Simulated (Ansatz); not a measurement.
**C2H9OSbSi: inversion of the pyramid at Sb5, part 1 of 2**

Wanted: the energy profile along the inversion of the pyramid at Sb5, from relaxed end points and a band of images. SMILES of the start: CO[CH]([SiH3])[SbH2].

Program: Ansatz 0.2.0. Level of theory: RKS PBE/def2-SVP. These are calculated values, not measurements.

## 1. The starting structure

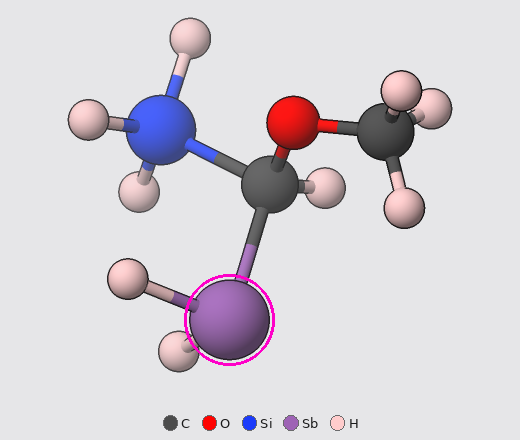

Start, viewed from a chosen angle; carbon dark grey, oxygen red, silicon blue, antimony purple, hydrogen pink. Ringed: Sb5.

Coordinates:

```xyz
14

C    -1.4318    0.8333    1.4699
O    -0.1623    0.6471    1.0216
C    -0.1897   -0.2407   -0.0865
Si    1.5768   -1.0884   -0.1335
Sb   -0.4487    0.8410   -1.9507
H    -2.1250    1.2729    0.6330
H    -1.8895   -0.0435    1.9020
H    -1.4233    1.6692    2.2458
H    -0.9220   -1.0274    0.0588
H     2.5722   -0.0976   -0.2571
H     1.5276   -2.0322   -1.2442
H     1.7265   -1.8376    1.1370
H     1.1129    1.5782   -1.8769
H     0.0635   -0.5034   -2.8904
```

## 2. End point A

Input file input.yaml:

```yaml
crystal:
  periodic: [false, false, false]
  atoms:
    - { symbol: C, position_ang: [-1.4318, 0.8333, 1.4699] }
    - { symbol: O, position_ang: [-0.1623, 0.6471, 1.0216] }
    - { symbol: C, position_ang: [-0.1897, -0.2407, -0.0865] }
    - { symbol: Si, position_ang: [1.5768, -1.0884, -0.1335] }
    - { symbol: Sb, position_ang: [-0.4487, 0.841, -1.9507] }
    - { symbol: H, position_ang: [-2.125, 1.2729, 0.633] }
    - { symbol: H, position_ang: [-1.8895, -0.0435, 1.902] }
    - { symbol: H, position_ang: [-1.4233, 1.6692, 2.2458] }
    - { symbol: H, position_ang: [-0.922, -1.0274, 0.0588] }
    - { symbol: H, position_ang: [2.5722, -0.0976, -0.2571] }
    - { symbol: H, position_ang: [1.5276, -2.0322, -1.2442] }
    - { symbol: H, position_ang: [1.7265, -1.8376, 1.137] }
    - { symbol: H, position_ang: [1.1129, 1.5782, -1.8769] }
    - { symbol: H, position_ang: [0.0635, -0.5034, -2.8904] }
basis:
  gaussian: { orbitals: def2-SVP }
hamiltonian:
  xc: pbe
relax:
  f_tol: 0.015
  max_steps: 40
```

The run is started by

```bash
ansatz run input.yaml --threads 2 --pin off --max-ram 3072MiB --backend cpu --events-out ev --progress --plain --runs-dir out
```

What it wrote (excerpt; [...] marks lines left out):

```text
Warning: RAYON_NUM_THREADS=2 ignored (pool sized by the plan → 2); use --threads N
[...]
Functional definition: PBE
[...]
1493 factors; their error is unknown
[...]
mean field -18665.72264742 eV, -685.9526552115 hartree, gradient 5.0e-5 eV, S^2 0.000000; 0 other end points of the search recorded, 0 dependent functions left out
[...]
reference -18665.72268896 eV, -685.9526567380 hartree; 33, 33 occupied and 98, 98 virtual orbitals, 1493 factors
relax step   1: F+E_penalty+E_count = -18665.72264742 eV  Δ(F+E_penalty+E_count) = +0.000e0 eV  max|allowed force component| = 3.389e0 eV/Å  Δτ_max = 0.0000 Å  (28 SCF iters, accepted)
[...]
relax step   4: F+E_penalty+E_count = -18666.19055237 eV  Δ(F+E_penalty+E_count) = -1.761e-2 eV  max|allowed force component| = 2.713e-1 eV/Å  Δτ_max = 0.0433 Å  (30 SCF iters, accepted)
[...]
relax step   7: F+E_penalty+E_count = -18666.21144025 eV  Δ(F+E_penalty+E_count) = -1.052e-2 eV  max|allowed force component| = 9.223e-2 eV/Å  Δτ_max = 0.1999 Å  (29 SCF iters, accepted)
[...]
relax step  10: F+E_penalty+E_count = -18666.21508542 eV  Δ(F+E_penalty+E_count) = -7.548e-4 eV  max|allowed force component| = 4.972e-2 eV/Å  Δτ_max = 0.0222 Å  (30 SCF iters, accepted)
[...]
relax step  11: F+E_penalty+E_count = -18666.21558373 eV  Δ(F+E_penalty+E_count) = -4.983e-4 eV  max|allowed force component| = 6.655e-3 eV/Å  Δτ_max = 0.0190 Å  (30 SCF iters, accepted)
[...]
reference -18666.21568411 eV, -685.9707739755 hartree; 33, 33 occupied and 98, 98 virtual orbitals, 1493 factors
Total energy: -18666.21568411 eV, -685.9707739755 hartree
Atom 0 at    -1.519096     0.881531     1.485359 Å, force     0.000984    -0.003554     0.001597 eV/Å
Atom 1 at    -0.194702     0.550066     1.131935 Å, force    -0.004855     0.006470     0.010533 eV/Å
Atom 2 at    -0.074385    -0.233590    -0.032165 Å, force    -0.000818    -0.004741    -0.009103 eV/Å
Atom 3 at     1.651783    -1.039863    -0.034993 Å, force    -0.001581    -0.003476     0.001220 eV/Å
Atom 4 at    -0.420048     1.002315    -1.921186 Å, force    -0.000049     0.001873    -0.000055 eV/Å
Atom 5 at    -2.022442     1.478667     0.685150 Å, force    -0.000925     0.000610    -0.003135 eV/Å
Atom 6 at    -2.139157    -0.027462     1.677704 Å, force     0.001666     0.000262    -0.001361 eV/Å
Atom 7 at    -1.478021     1.490039     2.409544 Å, force     0.001230    -0.000158    -0.000598 eV/Å
Atom 8 at    -0.862335    -1.026276    -0.084298 Å, force     0.001729     0.001243     0.003082 eV/Å
Atom 9 at     2.711297     0.025156    -0.023338 Å, force     0.001838     0.001199    -0.000993 eV/Å
Atom 10 at     1.792860    -1.883287    -1.272265 Å, force     0.000251     0.000217    -0.000031 eV/Å
Atom 11 at     1.829035    -1.913693     1.181153 Å, force     0.000446     0.000531    -0.000589 eV/Å
Atom 12 at     1.279434     1.086959    -2.267982 Å, force     0.000642    -0.001047    -0.000410 eV/Å
Atom 13 at    -0.567023    -0.419662    -2.905817 Å, force    -0.000559     0.000571    -0.000156 eV/Å
Dipole moment:    -0.341292    -0.003314     0.069116 e Å
```

Wall time 26 s (2 threads of AMD EPYC 9R14 (Zen 4), shared host); peak memory 0.2 GiB.

Step by step:

```csv
step,energy from step 1 (eV),largest force component (eV/Å)
1,0.0000,3.3894
2,-0.3341,1.0575
3,-0.4503,0.5736
4,-0.4679,0.2713
5,-0.4761,0.1144
6,-0.4783,0.2036
7,-0.4888,0.0922
8,-0.4916,0.0365
9,-0.4917,0.0718
10,-0.4924,0.0497
11,-0.4929,0.0067
12,-0.4930,0.0105
```

Step 1 is the start.

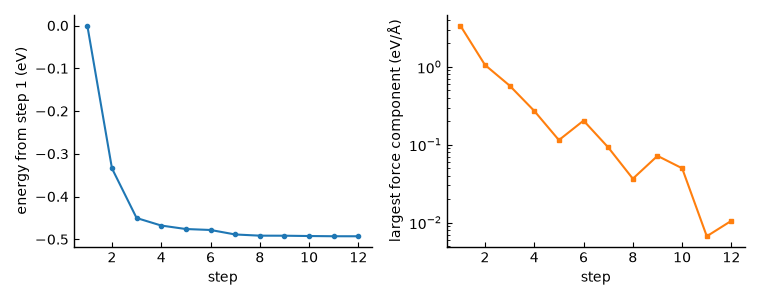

Energy and largest force along the relaxation.

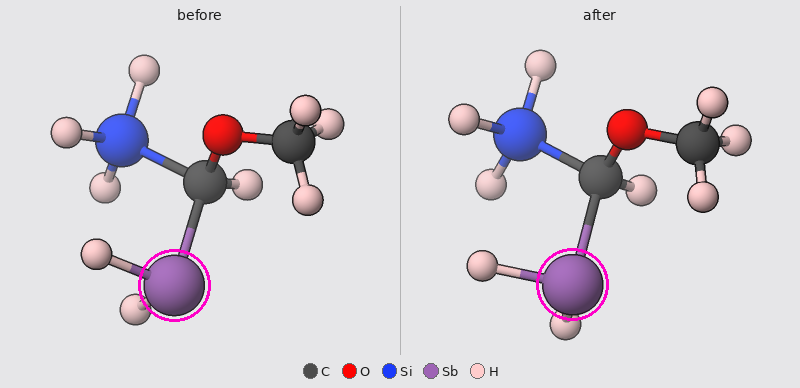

Before and after, at one scale.

After: Bond lengths: C1–O2 1.410 Å, O2–C3 1.408 Å, C3–Si4 1.905 Å, C3–Sb5 2.284 Å, C1–H6 1.118 Å, C1–H7 1.117 Å, C1–H8 1.107 Å, C3–H9 1.119 Å, Si4–H10 1.502 Å, Si4–H11 1.504 Å, Si4–H12 1.508 Å, Sb5–H13 1.737 Å, Sb5–H14 1.736 Å. Angles (14 of 22 angles, heavy atoms first): C1–O2–C3 114.7°, O2–C3–Si4 108.3°, O2–C3–Sb5 111.7°, Si4–C3–Sb5 111.4°, O2–C1–H6 111.6°, O2–C1–H7 111.9°, O2–C1–H8 107.7°, O2–C3–H9 111.9°, Si4–C3–H9 109.8°, Sb5–C3–H9 103.8°, C3–Si4–H10 109.8°, C3–Si4–H11 108.9°, C3–Si4–H12 110.5°, C3–Sb5–H13 92.5°.

## 3. Relaxing end B

The second end starts from a geometry with the move made by hand.

input.yaml: that of step 2 with these lines changed.

```diff
@@ -15,4 +15,4 @@
     - { symbol: H, position_ang: [1.7265, -1.8376, 1.137] }
-    - { symbol: H, position_ang: [1.1129, 1.5782, -1.8769] }
-    - { symbol: H, position_ang: [0.0635, -0.5034, -2.8904] }
+    - { symbol: H, position_ang: [-0.99438, 2.28536, -1.1738] }
+    - { symbol: H, position_ang: [-2.02302, 0.19679, -2.19423] }
 basis:
```

The run is started by

```bash
ansatz run input.yaml --threads 2 --pin off --max-ram 3072MiB --backend cpu --events-out ev --progress --plain --runs-dir out
```

What it wrote (excerpt; [...] marks lines left out):

```text
Warning: RAYON_NUM_THREADS=2 ignored (pool sized by the plan → 2); use --threads N
[...]
Functional definition: PBE
[...]
1493 factors; their error is unknown
[...]
mean field -18665.66066416 eV, -685.9503773687 hartree, gradient 7.1e-5 eV, S^2 0.000000; 0 other end points of the search recorded, 0 dependent functions left out
[...]
reference -18665.66070608 eV, -685.9503789090 hartree; 33, 33 occupied and 98, 98 virtual orbitals, 1493 factors
relax step   1: F+E_penalty+E_count = -18665.66066416 eV  Δ(F+E_penalty+E_count) = +0.000e0 eV  max|allowed force component| = 3.373e0 eV/Å  Δτ_max = 0.0000 Å  (29 SCF iters, accepted)
[...]
relax step   5: F+E_penalty+E_count = -18666.14002629 eV  Δ(F+E_penalty+E_count) = -4.111e-3 eV  max|allowed force component| = 9.908e-2 eV/Å  Δτ_max = 0.0397 Å  (30 SCF iters, accepted)
[...]
relax step   9: F+E_penalty+E_count = -18666.15583580 eV  Δ(F+E_penalty+E_count) = -2.203e-3 eV  max|allowed force component| = 3.420e-1 eV/Å  Δτ_max = 0.1951 Å  (30 SCF iters, accepted)
[...]
relax step  13: F+E_penalty+E_count = -18666.18189517 eV  Δ(F+E_penalty+E_count) = -4.673e-3 eV  max|allowed force component| = 1.098e-1 eV/Å  Δτ_max = 0.1999 Å  (30 SCF iters, accepted)
[...]
relax step  16: F+E_penalty+E_count = -18666.18384534 eV  Δ(F+E_penalty+E_count) = -1.508e-3 eV  max|allowed force component| = 4.595e-2 eV/Å  Δτ_max = 0.0134 Å  (31 SCF iters, accepted)
[...]
relax step  17: F+E_penalty+E_count = -18666.18455658 eV  Δ(F+E_penalty+E_count) = -7.112e-4 eV  max|allowed force component| = 5.191e-2 eV/Å  Δτ_max = 0.0998 Å  (29 SCF iters, accepted)
```

## 4. The log goes on: end point B relaxed

The log, continued:

```text
these checks for a lower state are left out or cut short: starts, cluster_reference, orbital_swaps, neighbouring_geometries, increment
1493 factors; their error is unknown
mean field -18666.18457356 eV, -685.9696306841 hartree, gradient 2.3e-5 eV, S^2 0.000000; 0 other end points of the search recorded, 0 dependent functions left out
the calculation of the forces begins
reference -18666.18461508 eV, -685.9696322099 hartree; 33, 33 occupied and 98, 98 virtual orbitals, 1493 factors
relax step  18: F+E_penalty+E_count = -18666.18457356 eV  Δ(F+E_penalty+E_count) = -1.699e-5 eV  max|allowed force component| = 8.307e-2 eV/Å  Δτ_max = 0.0817 Å  (29 SCF iters, accepted)
these checks for a lower state are left out or cut short: starts, cluster_reference, orbital_swaps, neighbouring_geometries, increment
1493 factors; their error is unknown
mean field -18666.18519657 eV, -685.9696535793 hartree, gradient 2.3e-5 eV, S^2 0.000000; 0 other end points of the search recorded, 0 dependent functions left out
the calculation of the forces begins
reference -18666.18523810 eV, -685.9696551054 hartree; 33, 33 occupied and 98, 98 virtual orbitals, 1493 factors
relax step  19: F+E_penalty+E_count = -18666.18519657 eV  Δ(F+E_penalty+E_count) = -6.230e-4 eV  max|allowed force component| = 1.557e-1 eV/Å  Δτ_max = 0.0516 Å  (30 SCF iters, accepted)
these checks for a lower state are left out or cut short: starts, cluster_reference, orbital_swaps, neighbouring_geometries, increment
1493 factors; their error is unknown
mean field -18666.18733272 eV, -685.9697320812 hartree, gradient 2.3e-5 eV, S^2 0.000000; 0 other end points of the search recorded, 0 dependent functions left out
the calculation of the forces begins
reference -18666.18737428 eV, -685.9697336084 hartree; 33, 33 occupied and 98, 98 virtual orbitals, 1493 factors
relax step  20: F+E_penalty+E_count = -18666.18733272 eV  Δ(F+E_penalty+E_count) = -2.136e-3 eV  max|allowed force component| = 2.453e-2 eV/Å  Δτ_max = 0.0408 Å  (30 SCF iters, accepted)
these checks for a lower state are left out or cut short: starts, cluster_reference, orbital_swaps, neighbouring_geometries, increment
1493 factors; their error is unknown
mean field -18666.18777181 eV, -685.9697482175 hartree, gradient 2.3e-5 eV, S^2 0.000000; 0 other end points of the search recorded, 0 dependent functions left out
the calculation of the forces begins
reference -18666.18781342 eV, -685.9697497465 hartree; 33, 33 occupied and 98, 98 virtual orbitals, 1493 factors
relax step  21: F+E_penalty+E_count = -18666.18777181 eV  Δ(F+E_penalty+E_count) = -4.391e-4 eV  max|allowed force component| = 2.340e-2 eV/Å  Δτ_max = 0.0437 Å  (30 SCF iters, accepted)
these checks for a lower state are left out or cut short: starts, cluster_reference, orbital_swaps, neighbouring_geometries, increment
1493 factors; their error is unknown
mean field evaluation 160: about -18666.2255 eV, gradient 2.3e0 eV
mean field -18666.18804282 eV, -685.9697581770 hartree, gradient 2.4e-5 eV, S^2 0.000000; 0 other end points of the search recorded, 0 dependent functions left out
the calculation of the forces begins
reference -18666.18808459 eV, -685.9697597119 hartree; 33, 33 occupied and 98, 98 virtual orbitals, 1493 factors
relax step  22: F+E_penalty+E_count = -18666.18804282 eV  Δ(F+E_penalty+E_count) = -2.710e-4 eV  max|allowed force component| = 5.016e-2 eV/Å  Δτ_max = 0.0958 Å  (29 SCF iters, accepted)
these checks for a lower state are left out or cut short: starts, cluster_reference, orbital_swaps, neighbouring_geometries, increment
1493 factors; their error is unknown
mean field -18666.18834755 eV, -685.9697693754 hartree, gradient 2.2e-5 eV, S^2 0.000000; 0 other end points of the search recorded, 0 dependent functions left out
the calculation of the forces begins
reference -18666.18838929 eV, -685.9697709094 hartree; 33, 33 occupied and 98, 98 virtual orbitals, 1493 factors
relax step  23: F+E_penalty+E_count = -18666.18834755 eV  Δ(F+E_penalty+E_count) = -3.047e-4 eV  max|allowed force component| = 2.966e-2 eV/Å  Δτ_max = 0.0142 Å  (31 SCF iters, accepted)
these checks for a lower state are left out or cut short: starts, cluster_reference, orbital_swaps, neighbouring_geometries, increment
1493 factors; their error is unknown
mean field -18666.18857986 eV, -685.9697779129 hartree, gradient 2.2e-5 eV, S^2 0.000000; 0 other end points of the search recorded, 0 dependent functions left out
the calculation of the forces begins
reference -18666.18862162 eV, -685.9697794474 hartree; 33, 33 occupied and 98, 98 virtual orbitals, 1493 factors
relax step  24: F+E_penalty+E_count = -18666.18857986 eV  Δ(F+E_penalty+E_count) = -2.323e-4 eV  max|allowed force component| = 1.898e-2 eV/Å  Δτ_max = 0.0221 Å  (31 SCF iters, accepted)
these checks for a lower state are left out or cut short: starts, cluster_reference, orbital_swaps, neighbouring_geometries, increment
1493 factors; their error is unknown
mean field -18666.18868367 eV, -685.9697817278 hartree, gradient 2.2e-5 eV, S^2 0.000000; 0 other end points of the search recorded, 0 dependent functions left out
the calculation of the forces begins
reference -18666.18872545 eV, -685.9697832631 hartree; 33, 33 occupied and 98, 98 virtual orbitals, 1493 factors
relax step  25: F+E_penalty+E_count = -18666.18868367 eV  Δ(F+E_penalty+E_count) = -1.038e-4 eV  max|allowed force component| = 3.634e-2 eV/Å  Δτ_max = 0.0390 Å  (30 SCF iters, accepted)
these checks for a lower state are left out or cut short: starts, cluster_reference, orbital_swaps, neighbouring_geometries, increment
1493 factors; their error is unknown
mean field evaluation 192: about -18666.1887 eV, gradient 6.4e-4 eV
mean field -18666.18867022 eV, -685.9697812334 hartree, gradient 2.2e-5 eV, S^2 0.000000; 0 other end points of the search recorded, 0 dependent functions left out
the calculation of the forces begins
reference -18666.18871202 eV, -685.9697827695 hartree; 33, 33 occupied and 98, 98 virtual orbitals, 1493 factors
relax step  26: F+E_penalty+E_count = -18666.18867022 eV  Δ(F+E_penalty+E_count) = +1.345e-5 eV  max|allowed force component| = 3.594e-2 eV/Å  Δτ_max = 0.0420 Å  (30 SCF iters, rejected (line search))
these checks for a lower state are left out or cut short: starts, cluster_reference, orbital_swaps, neighbouring_geometries, increment
1493 factors; their error is unknown
mean field -18666.18878412 eV, -685.9697854192 hartree, gradient 2.2e-5 eV, S^2 0.000000; 0 other end points of the search recorded, 0 dependent functions left out
the calculation of the forces begins
reference -18666.18882591 eV, -685.9697869549 hartree; 33, 33 occupied and 98, 98 virtual orbitals, 1493 factors
relax step  27: F+E_penalty+E_count = -18666.18878412 eV  Δ(F+E_penalty+E_count) = -1.004e-4 eV  max|allowed force component| = 2.186e-2 eV/Å  Δτ_max = 0.0204 Å  (31 SCF iters, accepted)
these checks for a lower state are left out or cut short: starts, cluster_reference, orbital_swaps, neighbouring_geometries, increment
1493 factors; their error is unknown
mean field -18666.18882005 eV, -685.9697867395 hartree, gradient 2.2e-5 eV, S^2 0.000000; 0 other end points of the search recorded, 0 dependent functions left out
the calculation of the forces begins
reference -18666.18886183 eV, -685.9697882751 hartree; 33, 33 occupied and 98, 98 virtual orbitals, 1493 factors
relax step  28: F+E_penalty+E_count = -18666.18882005 eV  Δ(F+E_penalty+E_count) = -3.593e-5 eV  max|allowed force component| = 1.245e-2 eV/Å  Δτ_max = 0.0172 Å  (31 SCF iters, accepted)
1493 factors; their error is unknown
mean field evaluation 224: about -18666.1888 eV, gradient 9.2e-4 eV
mean field -18666.18882005 eV, -685.9697867395 hartree, gradient 2.2e-5 eV, S^2 0.000000; 1 other end points of the search recorded, 0 dependent functions left out
the calculation of the forces begins
reference -18666.18886183 eV, -685.9697882751 hartree; 33, 33 occupied and 98, 98 virtual orbitals, 1493 factors
Total energy: -18666.18886183 eV, -685.9697882751 hartree
Atom 0 at    -1.633703     0.773599     1.492378 Å, force     0.002620     0.000618     0.002617 eV/Å
Atom 1 at    -0.323502     0.554283     1.014809 Å, force    -0.012452    -0.006206    -0.004152 eV/Å
Atom 2 at    -0.212579    -0.351391    -0.052741 Å, force     0.006808     0.001843    -0.000985 eV/Å
Atom 3 at     1.587833    -0.978476    -0.111553 Å, force    -0.002389     0.001568     0.001287 eV/Å
Atom 4 at    -0.776941     0.451583    -2.119293 Å, force     0.001439    -0.003549     0.000038 eV/Å
Atom 5 at    -2.287689     1.231984     0.712907 Å, force     0.002133    -0.002154     0.003518 eV/Å
Atom 6 at    -2.113261    -0.175381     1.835081 Å, force     0.001613     0.005668    -0.002017 eV/Å
Atom 7 at    -1.560144     1.467918     2.351634 Å, force     0.001619    -0.000541    -0.002386 eV/Å
Atom 8 at    -0.897093    -1.229085     0.070622 Å, force    -0.000306    -0.001382     0.000783 eV/Å
Atom 9 at     2.526896     0.157167    -0.408829 Å, force    -0.000930     0.000100     0.000116 eV/Å
Atom 10 at     1.698768    -2.009183    -1.204548 Å, force     0.001084     0.001219    -0.000307 eV/Å
Atom 11 at     1.974348    -1.601754     1.202867 Å, force    -0.000264    -0.000436    -0.000005 eV/Å
Atom 12 at     0.068425     1.933436    -1.811500 Å, force    -0.002824     0.000248     0.001074 eV/Å
Atom 13 at    -2.257959     1.153550    -1.543764 Å, force     0.001847     0.003003     0.000416 eV/Å
Dipole moment:    -0.265712    -0.101240     0.099488 e Å
```

Wall time 58 s (2 threads of AMD EPYC 9R14 (Zen 4), shared host); peak memory 0.2 GiB.

The steps of the relaxation:

```csv
step,energy from step 1 (eV),largest force component (eV/Å)
1,0.0000,3.3727
2,-0.3966,1.1306
3,-0.4621,0.3653
4,-0.4753,0.2202
5,-0.4794,0.0991
6,-0.4825,0.0819
7,-0.4839,0.1060
8,-0.4930,0.0878
9,-0.4952,0.3420
10,-0.5012,0.1601
11,-0.5034,0.1611
12,-0.5166,0.0904
13,-0.5212,0.1098
14,-0.5217,0.0973
15x,-0.5209,0.1725
16,-0.5232,0.0460
17,-0.5239,0.0519
18,-0.5239,0.0831
19,-0.5245,0.1557
20,-0.5267,0.0245
21,-0.5271,0.0234
22,-0.5274,0.0502
23,-0.5277,0.0297
24,-0.5279,0.0190
25,-0.5280,0.0363
26x,-0.5280,0.0359
27,-0.5281,0.0219
28,-0.5282,0.0125
```

Step 1 is the start. 2 steps were tried and not accepted (15, 26; marked x where the table lists them).

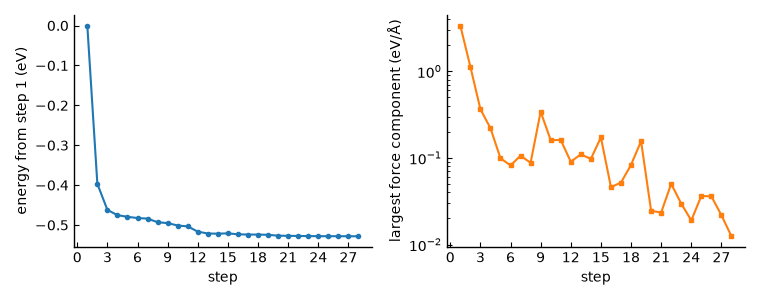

Energy and largest force along the relaxation.

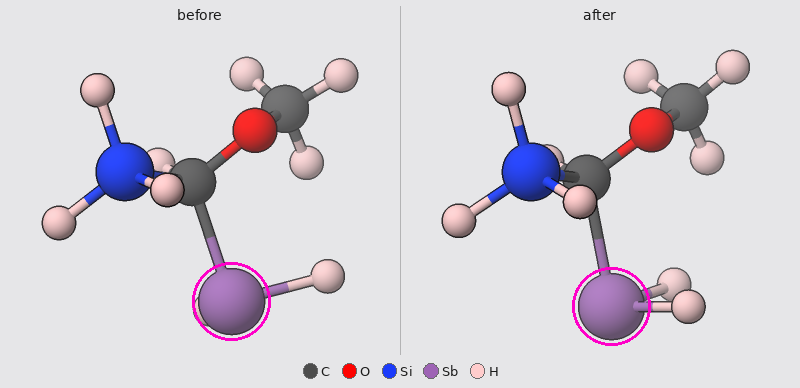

The structure before (left) and after (right), drawn at the same scale.

After: Bond lengths: C1–O2 1.412 Å, O2–C3 1.404 Å, C3–Si4 1.907 Å, C3–Sb5 2.288 Å, C1–H6 1.116 Å, C1–H7 1.117 Å, C1–H8 1.107 Å, C3–H9 1.120 Å, Si4–H10 1.503 Å, Si4–H11 1.506 Å, Si4–H12 1.505 Å, Sb5–H13 1.734 Å, Sb5–H14 1.737 Å. Angles (14 of 22 angles, heavy atoms first): C1–O2–C3 115.5°, O2–C3–Si4 108.1°, O2–C3–Sb5 116.2°, Si4–C3–Sb5 108.7°, O2–C1–H6 111.8°, O2–C1–H7 111.7°, O2–C1–H8 107.4°, O2–C3–H9 111.9°, Si4–C3–H9 108.8°, Sb5–C3–H9 102.9°, C3–Si4–H10 110.3°, C3–Si4–H11 108.5°, C3–Si4–H12 110.6°, C3–Sb5–H13 91.1°.

(Continued in part 2 of 2.)
